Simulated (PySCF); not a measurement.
## B5H8F: geometry relaxation (part 2 of 2)

The same run, continued: B5H8F (nido-B5H9 (F for H, site b on B)); PBE0-D3(BJ)/def2-SVP geometry optimisation from the GFN2-xTB point and Hessian, gas phase (PySCF 2.14.0). 

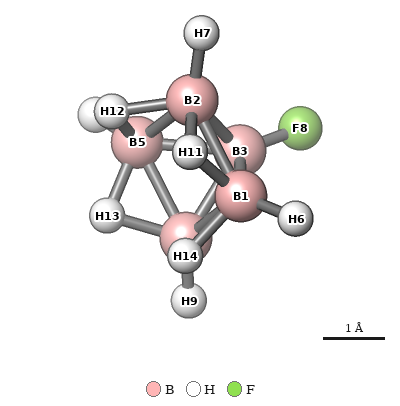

Figure 1. The geometry at step 17 of the log (ball-and-stick view, seen at a tilt; atoms are numbered from 1 in the order of the input).

Trajectory as extended XYZ, continued:
```
14
Properties=species:S:1:pos:R:3:forces:R:3 step=13 energy=-6218.15184
B    -1.1711    0.4702    0.0521    0.0150   0.1250   0.0340
B     0.3251    0.6416    1.0394   -0.1450  -0.0100   0.0180
B    -0.2893   -0.8890    0.5720    0.0520   0.0280   0.1070
B    -0.3033   -0.5807   -1.1029    0.1910   0.0320  -0.0340
B     1.1969   -0.4138   -0.1196    0.1950  -0.0970   0.0190
H    -2.3025    0.8227    0.1971   -0.1400  -0.0680   0.0180
H     0.5654    1.1081    2.1209   -0.0160  -0.0620  -0.0880
F    -0.6335   -1.9866    1.2972   -0.0240  -0.0070   0.0120
H    -0.6274   -1.2683   -2.0300    0.0410   0.0300   0.0060
H     2.2754   -0.9518   -0.1302   -0.1620   0.0660   0.0370
H    -0.4186    1.5432    0.3511    0.1400   0.0680   0.0520
H     1.3822    0.8842    0.2365   -0.0070  -0.0300  -0.0240
H     0.9242   -0.0239   -1.3658   -0.1190  -0.0410  -0.1720
H    -0.8662    0.6349   -1.2614   -0.0220  -0.0330   0.0140
14
Properties=species:S:1:pos:R:3:forces:R:3 step=14 energy=-6218.11667
B    -1.1847    0.4606    0.0459    0.3090   0.3540   0.1370
B     0.3221    0.6450    1.0335   -0.1620   0.0860   0.3550
B    -0.3029   -0.8825    0.5924    0.3420   0.0960  -0.2110
B    -0.2833   -0.5758   -1.0885   -0.3050  -0.0980  -0.1230
B     1.1955   -0.4155   -0.1191    0.3160  -0.4130   0.0510
H    -2.3312    0.7694    0.1892   -0.0130   0.0720   0.0470
H     0.5400    1.1298    2.1143    0.0700  -0.1410  -0.1100
F    -0.6535   -1.9716    1.3197   -0.0510  -0.1030   0.0600
H    -0.5861   -1.2444   -2.0297   -0.0710  -0.0870  -0.0710
H     2.2804   -0.9636   -0.1849   -0.4030   0.2070   0.1260
H    -0.3580    1.5553    0.3419   -0.3420  -0.1370  -0.0690
H     1.4013    0.8522    0.2588    0.0660   0.1850  -0.1010
H     0.8784   -0.0152   -1.3765    0.3220   0.0690  -0.0060
H    -0.8605    0.6472   -1.2407   -0.0790  -0.0880  -0.0860
14
Properties=species:S:1:pos:R:3:forces:R:3 step=15 energy=-6218.14470
B    -1.1697    0.4876    0.0559   -0.1590  -0.0610  -0.0680
B     0.3109    0.6363    1.0322    0.3060   0.1050   0.0260
B    -0.2834   -0.8784    0.5758   -0.0510  -0.0610  -0.1100
B    -0.2977   -0.5720   -1.0965    0.1930  -0.0170  -0.1600
B     1.2092   -0.4081   -0.1201   -0.7040   0.3000  -0.0870
H    -2.3240    0.7908    0.2080    0.1370  -0.0060   0.0070
H     0.5643    1.0767    2.1074    0.0370   0.1080   0.2000
F    -0.6405   -1.9707    1.3007   -0.0060  -0.0550   0.0500
H    -0.6065   -1.2635   -2.0237   -0.0620   0.0000  -0.0170
H     2.2527   -0.9478   -0.1082    0.5350  -0.2700  -0.0040
H    -0.3902    1.5585    0.3587   -0.1230   0.0480  -0.0500
H     1.3851    0.8835    0.2251   -0.0400  -0.0370   0.0350
H     0.9293   -0.0408   -1.3991   -0.1060  -0.0440   0.1680
H    -0.8821    0.6388   -1.2599    0.0450  -0.0110   0.0120
14
Properties=species:S:1:pos:R:3:forces:R:3 step=16 energy=-6218.15874
B    -1.1705    0.4745    0.0518   -0.0050   0.0790   0.0170
B     0.3236    0.6435    1.0390   -0.0780  -0.0390   0.0010
B    -0.2885   -0.8859    0.5735    0.0140  -0.0140   0.0900
B    -0.2978   -0.5794   -1.1030    0.0840   0.0250  -0.0240
B     1.1971   -0.4132   -0.1205    0.1550  -0.0760   0.0480
H    -2.3097    0.8085    0.1989   -0.0640  -0.0430   0.0130
H     0.5679    1.1030    2.1208   -0.0090  -0.0350  -0.0560
F    -0.6391   -1.9823    1.3007    0.0060   0.0430  -0.0250
H    -0.6218   -1.2654   -2.0312    0.0270   0.0210   0.0100
H     2.2723   -0.9528   -0.1268   -0.1110   0.0520   0.0200
H    -0.4118    1.5495    0.3546    0.0650   0.0420   0.0210
H     1.3819    0.8829    0.2332   -0.0020  -0.0110  -0.0120
H     0.9213   -0.0280   -1.3739   -0.0670  -0.0260  -0.1130
H    -0.8674    0.6358   -1.2605   -0.0150  -0.0210   0.0100
14
Properties=species:S:1:pos:R:3:forces:R:3 step=17 energy=-6218.16193
B    -1.1716    0.4799    0.0523    0.0070   0.0150   0.0120
B     0.3209    0.6425    1.0360    0.0160   0.0120   0.0310
B    -0.2886   -0.8835    0.5736    0.0410   0.0680  -0.0230
B    -0.2945   -0.5745   -1.1036    0.0560  -0.0180   0.0050
B     1.2005   -0.4148   -0.1173   -0.0700   0.0220  -0.0120
H    -2.3185    0.7896    0.2072    0.0020  -0.0050  -0.0020
H     0.5702    1.0993    2.1162   -0.0060  -0.0170  -0.0200
F    -0.6418   -1.9740    1.3021   -0.0330  -0.0670   0.0410
H    -0.6148   -1.2547   -2.0351   -0.0190  -0.0190  -0.0100
H     2.2691   -0.9529   -0.1162    0.0340  -0.0160  -0.0010
H    -0.4069    1.5558    0.3564   -0.0040   0.0160  -0.0010
H     1.3825    0.8821    0.2285   -0.0140  -0.0140  -0.0010
H     0.9208   -0.0444   -1.3867   -0.0090   0.0250  -0.0030
H    -0.8699    0.6402   -1.2570   -0.0020  -0.0030  -0.0150
14
Properties=species:S:1:pos:R:3:forces:R:3 step=18 energy=-6218.16198
B    -1.1690    0.4830    0.0504   -0.0080  -0.0050  -0.0060
B     0.3218    0.6423    1.0366    0.0050   0.0030  -0.0070
B    -0.2870   -0.8798    0.5760   -0.0440  -0.0960   0.0090
B    -0.2898   -0.5766   -1.1031   -0.0380   0.0050  -0.0200
B     1.2003   -0.4133   -0.1175    0.0130  -0.0250  -0.0050
H    -2.3179    0.7880    0.2050    0.0190  -0.0020   0.0020
H     0.5701    1.0913    2.1163    0.0140   0.0340   0.0520
F    -0.6503   -1.9739    1.3025    0.0350   0.0670  -0.0370
H    -0.6167   -1.2636   -2.0297    0.0110   0.0140   0.0160
H     2.2720   -0.9496   -0.1209   -0.0100   0.0070   0.0010
H    -0.4039    1.5590    0.3585   -0.0210  -0.0010  -0.0170
H     1.3818    0.8806    0.2299    0.0100   0.0170  -0.0010
H     0.9167   -0.0341   -1.3865    0.0120  -0.0130   0.0010
H    -0.8706    0.6375   -1.2611    0.0020  -0.0030   0.0120
14
Properties=species:S:1:pos:R:3:forces:R:3 step=19 energy=-6218.16245
B    -1.1692    0.4814    0.0515   -0.0150   0.0020  -0.0020
B     0.3217    0.6432    1.0379    0.0060  -0.0180  -0.0090
B    -0.2879   -0.8825    0.5749    0.0070   0.0140  -0.0010
B    -0.2914   -0.5759   -1.1035   -0.0130  -0.0010  -0.0080
B     1.1994   -0.4147   -0.1187   -0.0020   0.0060   0.0230
H    -2.3172    0.7885    0.2054    0.0050  -0.0030   0.0010
H     0.5705    1.0974    2.1184    0.0000  -0.0010  -0.0050
F    -0.6465   -1.9748    1.3020    0.0020   0.0030  -0.0020
H    -0.6163   -1.2599   -2.0320    0.0000   0.0000   0.0050
H     2.2698   -0.9516   -0.1197    0.0100  -0.0010  -0.0020
H    -0.4064    1.5581    0.3571   -0.0010  -0.0010   0.0000
H     1.3813    0.8809    0.2295    0.0020   0.0030  -0.0010
H     0.9185   -0.0377   -1.3871    0.0010  -0.0010   0.0000
H    -0.8690    0.6386   -1.2593   -0.0040  -0.0020   0.0020
14
Properties=species:S:1:pos:R:3:forces:R:3 step=20 energy=-6218.16242
B    -1.1702    0.4816    0.0514    0.0110   0.0000   0.0030
B     0.3221    0.6422    1.0371   -0.0020   0.0150   0.0140
B    -0.2879   -0.8819    0.5741   -0.0060  -0.0080   0.0070
B    -0.2924   -0.5754   -1.1041    0.0170   0.0010   0.0080
B     1.1999   -0.4144   -0.1168    0.0030  -0.0050  -0.0170
H    -2.3179    0.7882    0.2062    0.0000  -0.0010   0.0020
H     0.5710    1.0971    2.1174   -0.0020  -0.0040  -0.0070
F    -0.6468   -1.9743    1.3011    0.0010  -0.0020   0.0030
H    -0.6168   -1.2597   -2.0322   -0.0030  -0.0040  -0.0010
H     2.2712   -0.9509   -0.1185   -0.0040   0.0020   0.0000
H    -0.4058    1.5571    0.3569   -0.0070   0.0070  -0.0040
H     1.3822    0.8817    0.2292   -0.0050  -0.0040   0.0010
H     0.9193   -0.0391   -1.3860   -0.0060   0.0050  -0.0070
H    -0.8706    0.6387   -1.2594    0.0020  -0.0010  -0.0010
14
Properties=species:S:1:pos:R:3:forces:R:3 step=21 energy=-6218.16247
B    -1.1696    0.4817    0.0513    0.0000   0.0000   0.0010
B     0.3218    0.6427    1.0374    0.0010  -0.0030  -0.0030
B    -0.2879   -0.8820    0.5746    0.0030   0.0010  -0.0010
B    -0.2917   -0.5756   -1.1037    0.0020  -0.0010  -0.0010
B     1.1999   -0.4146   -0.1176   -0.0040   0.0000   0.0000
H    -2.3172    0.7884    0.2060   -0.0010  -0.0020   0.0010
H     0.5705    1.0965    2.1175    0.0020   0.0030   0.0040
F    -0.6470   -1.9743    1.3015    0.0010   0.0000   0.0010
H    -0.6167   -1.2602   -2.0316   -0.0010  -0.0010   0.0010
H     2.2710   -0.9511   -0.1194    0.0000   0.0010   0.0000
H    -0.4065    1.5580    0.3570   -0.0010   0.0010  -0.0010
H     1.3818    0.8812    0.2296    0.0000   0.0010  -0.0010
H     0.9188   -0.0383   -1.3868   -0.0010   0.0000   0.0000
H    -0.8697    0.6387   -1.2594   -0.0010  -0.0010  -0.0010
```

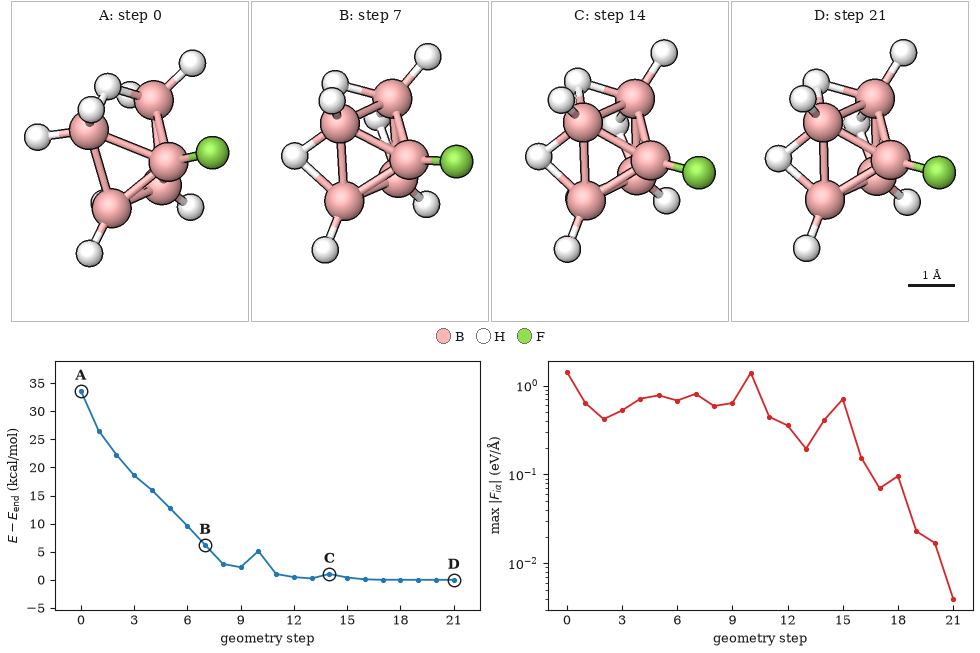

Figure 2. Frames of the relaxation (ball-and-stick view, seen at a tilt) above the curves, on which the letters mark them (steps are counted from 0).

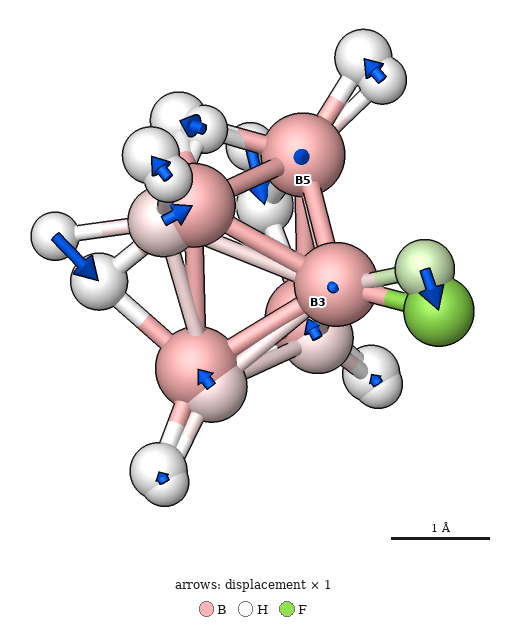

Figure 3. Start (faint) and end (solid) with the displacements as blue arrows, at true length (ball-and-stick view, seen at a tilt). The two geometries are laid on each other by the best rigid fit. Over 21 geometry steps the energy falls by 33.6 kcal/mol. The largest force component goes from 1.4 to 0.004 eV/Å. The largest moves after the best rigid fit, 0.66 Å, are those of H11 and H13. Largest moves by element: H 0.66 Å, F 0.46 Å, B 0.35 Å. Distances before and after: B1–H11 2.246 → 1.354 Å, B2–B5 2.246 → 1.795 Å, B2–B3 1.894 → 1.706 Å, B2–H11 1.186 → 1.353 Å. New bonds form: B1–H11 (2.25 → 1.35 Å), B4–H13 (2.25 → 1.35 Å). Among the angles that change: B1–B2–H11 91.6° → 48.5°, B2–H12–B5 117.0° → 83.1°, B3–B2–H11 139.2° → 106.0°. (Atoms are counted from 1 in the order of the input.)

This output came from the following input.

Input file:
```
{"job": {"xc": "PBE0", "basis": "def2-SVP", "kind": "refine"}, "charge": 0, "multiplicity": 1}
B     -1.343500     0.319630     0.022141
B      0.142879     0.939349     0.979210
B     -0.319188    -0.836561     0.510606
B     -0.495836    -0.703341    -1.094254
B      1.239644    -0.384929    -0.465958
H     -2.428102     0.713102     0.205835
H      0.343453     0.902277     2.140597
F     -0.241724    -1.793433     1.445841
H     -0.721287    -1.347268    -2.042559
H      2.053029    -1.161827    -0.112109
H     -0.018815     2.044624     0.580917
H      1.273573     0.620370     0.383810
H      1.541398     0.160924    -1.474616
H     -0.968090     0.517915    -1.223047
```

The first line tells a small driver script what to run in PySCF; the rest is the geometry in Å.

Run as:
```bash
OMP_NUM_THREADS=1 python <driver script> task.json out
```

Results in brief:

| quantity | value |
| --- | --- |
| outcome | converged |
| total energy | −228.513258 hartree |
| hardware | 1 CPU thread, shared host |
| wall time | 3.2 min |
| peak memory | 0.54 GiB |
